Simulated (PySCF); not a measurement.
# Frequency calculation, with input and output: HfH₂

System: HfH₂.
Method: RKS-based PBE0, Hf def2-TZVP with ECP60, H def2-TZVP; non-relativistic Hamiltonian with a scalar-relativistic core potential; density fitting (PySCF 2.14.0).

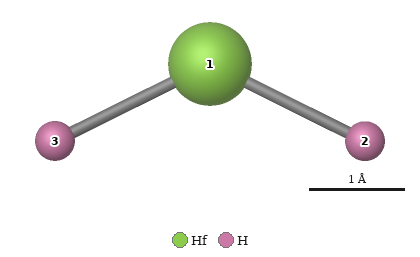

**Figure 1.** The input geometry (ball-and-stick view, seen at an oblique angle; atoms are numbered from 1 in the order of the input). Sticks mark near contacts.

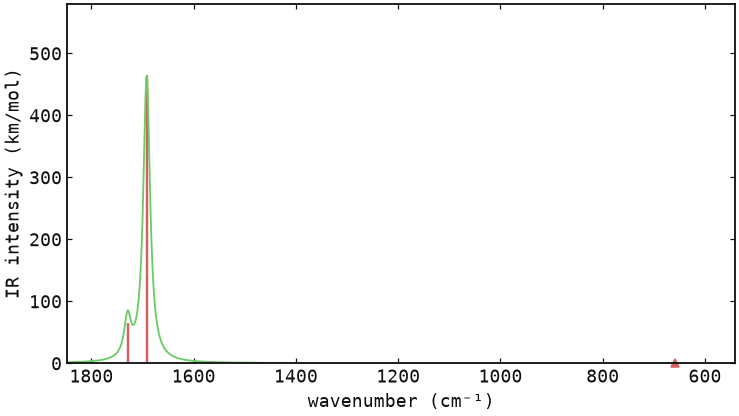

**Figure 2.** Harmonic infrared spectrum, unscaled: sticks (degenerate modes added up, dark ones marked on the axis) with a Lorentzian envelope of 16 cm⁻¹ full width, scaled to the tallest stick. 3 modes from 659 to 1729 cm⁻¹, none imaginary. The strongest line is at 1692 cm⁻¹ (464 km/mol). All modes, in cm⁻¹ (km/mol): 659 (0.0), 1692 (464), 1729 (65).

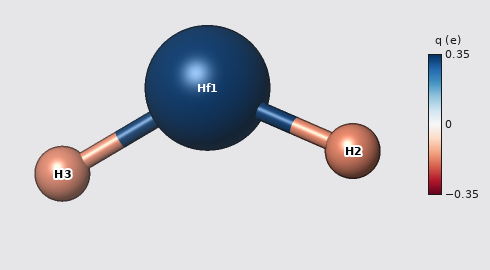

**Figure 3.** Mulliken charges, as the colour of each atom (ball-and-stick view, seen at a tilt; atoms are numbered from 1 in the order of the input). By element: Hf +0.34 and H −0.17 e.

The input that produced these results follows, with the program's output.

## The input
```python
from pyscf import gto, scf, dft
mol = gto.M(atom='''
Hf     0.009016     0.000000     0.000000
H     -0.816665    -1.631805     0.000000
H     -0.816665     1.631805     0.000000''',
    basis={'Hf': 'def2-TZVP', 'H': 'def2-TZVP'},
    ecp={'Hf': 'def2-TZVP'},
    charge=0, spin=0)
mf = dft.RKS(mol, xc='PBE0')
mf.grids.atom_grid = (75, 302)
aux = {'Hf': 'def2-universal-JKFIT', 'H': 'def2-universal-JKFIT'}
mf = mf.density_fit(auxbasis=aux)
mf.conv_tol = 1e-09
mf.diis_space = 10
mf.max_cycle = 60
mf.verbose = 4
mf.kernel()
```

The script is an equivalent of the set-up of the self-consistent field. The run itself was carried out by a driver, which started from the orbitals of the step before it where there was one and computed the further properties.

Run as:
```bash
OMP_NUM_THREADS=2 python axn.py task.json out
```

## The program's output
```
init E= -49.0480806035884
  HOMO = -0.186474371897647  LUMO = -0.0828963319923243  gap/eV = 2.81850
cycle= 1 E= -49.048080603591  delta_E= -2.66e-12  |g|= 3.01e-06  |ddm|= 8.97e-06
  HOMO = -0.186474421211366  LUMO = -0.0828962423304543  gap/eV = 2.81851
Extra cycle  E= -49.0480806035914  delta_E= -3.98e-13  |g|= 3.05e-06  |ddm|= 7.3e-06
converged SCF energy = -49.0480806035914
```

## Summary

| quantity | value |
| --- | --- |
| outcome | converged |
| total energy | −49.048081 hartree |
| HOMO | −5.07 eV |
| LUMO | −2.26 eV |
| zero-point energy | 0.009295 hartree |
| dipole moment | 1.12 D |
| wavenumbers, lowest and highest | 659 and 1729 cm⁻¹ |
| hardware | 2 threads of Arm Neoverse N1, 80 GiB of memory available, shared host |
| wall time | 9.6 s (CPU time 17 s) |
| peak memory | 0.57 GiB |
